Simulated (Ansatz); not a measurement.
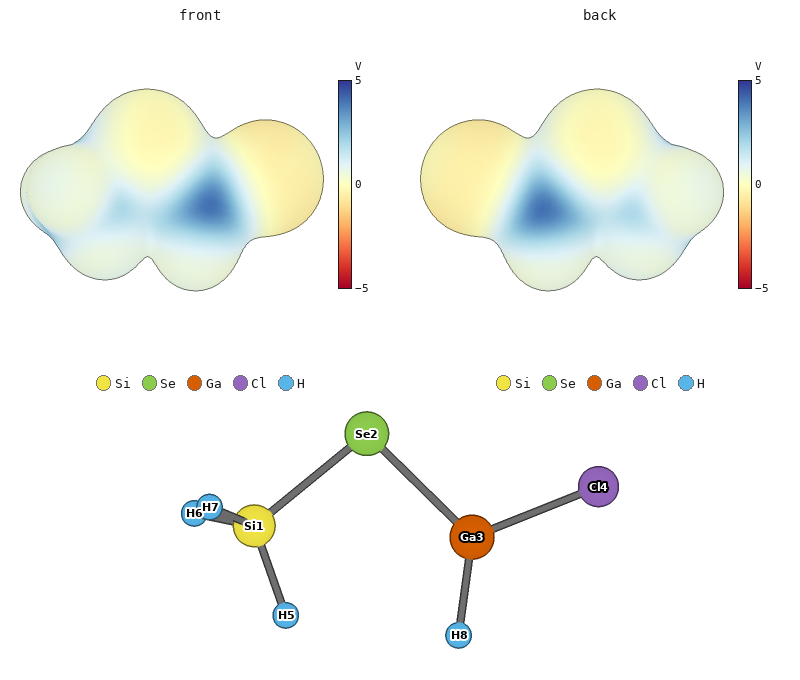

The picture shows: ClGaH4SeSi (SMILES [SiH3][Se][GaH][Cl]). The electrostatic potential painted on the density surface at 0.004 e/bohr³, seen from the front and from behind; the colour scale runs from red (negative) to blue (positive). The bare structure is drawn below in the same view.

Geometry: PBE0-D4/def2-TZVP.

Level of theory: Ansatz, RKS PBE0-D4/def2-TZVPP.

Input file:

```
crystal:
  periodic: [false, false, false]
  atoms:
    - {symbol: Si, position_ang: [-1.466765, -0.293369, -0.524148]}
    - {symbol: Se, position_ang: [0.509958, 0.470236, -1.383635]}
    - {symbol: Ga, position_ang: [1.710236, 0.348391, 0.585455]}
    - {symbol: Cl, position_ang: [3.750556, 0.971309, 0.393901]}
    - {symbol: H, position_ang: [-1.305642, -0.591407, 0.921721]}
    - {symbol: H, position_ang: [-1.865561, -1.524585, -1.248323]}
    - {symbol: H, position_ang: [-2.508869, 0.745687, -0.708685]}
    - {symbol: H, position_ang: [1.176088, -0.126251, 1.963713]}
basis:
  gaussian: {orbitals: def2-TZVPP}
hamiltonian: {xc: pbe0, dispersion: d4}
output: {orbitals: {seedname: orbitals}}
```

Run with:

```sh
ansatz run in.yaml --threads 2 --pin off --events-out ev --progress --plain --max-ram 32768MiB --backend cpu
```

Describe the electrostatic potential map.

Answer. The most negative region (about −0.6 V) lies over Cl4, the most positive (about +3.9 V) over Ga3.
